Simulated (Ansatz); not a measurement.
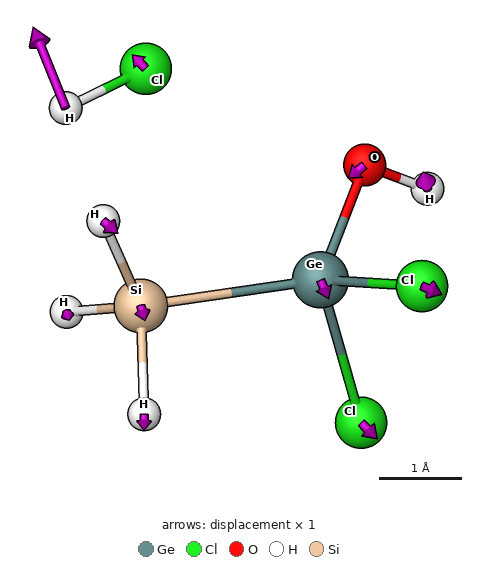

A relaxation of GeSiH5OCl3. The starting structure is drawn; purple arrows show the displacements, at their true length. The two geometries are superimposed by the best rigid fit.

A ball-and-stick model, seen at a tilt.

The run prepares an end point of a later path (reaction) calculation, from a guessed geometry.

Computed with Ansatz, RKS PBE/def2-SVP. (no spin polarisation; force threshold 0.03 eV/Å; at most 50 steps)

Atoms of which element are displaced furthest, and by how much?

Hydrogen: up to 1.17 Å, against 0.30 Å for chlorine.

What did the optimiser do to the structure, and how much energy did it gain?

Over 9 accepted moves (11 points after the start) the energy falls by 0.235 eV. Largest force component: 0.71 eV/Å at the start, 0.024 eV/Å at the end. The line search rejected the trial steps at points 7, 9 of the run. The forces were under the threshold at step 6, but the run went on from there. The largest move after the best rigid fit is that of an H atom, 1.17 Å. By element the largest moves are H 1.17 Å, Cl 0.30 Å, O 0.27 Å, Ge 0.27 Å, Si 0.21 Å. Some distances before and after: Cl–Ge 3.426 → 3.926 Å, Cl–Si 3.221 → 3.591 Å, Ge–Si 2.335 → 2.393 Å, Cl–H 1.334 → 1.299 Å. Among the angles between lasting bonds that change: O–Ge–Si 123.9° → 112.6°, Cl–Ge–Si 106.4° → 111.0°, Cl–Ge–Si 106.0° → 110.4°. Groups turn about Ge–O by about 30°.
